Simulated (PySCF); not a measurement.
```xyz
2

La    0.0000    0.0000   -0.4345
Si    0.0000    0.0000    2.1575
```

These are results of PySCF 2.14.0, PBE0/x2c-SVPall, spin-free X2C-1e, Gaussian nucleus, at a bond length of 2.592 Å, not measurements.

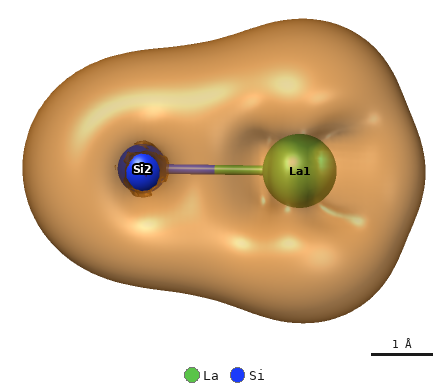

LaSi (quartet). Isosurfaces of the spin density (α minus β) at +0.015 (orange) and −0.015 e/Å³ (purple), seen from one side.

**Where is the unpaired spin?**

The unpaired spin (3 electrons) lies mostly on La1 (about 1.7) and Si2 (about 1.3), in electrons by Hirshfeld's partition.
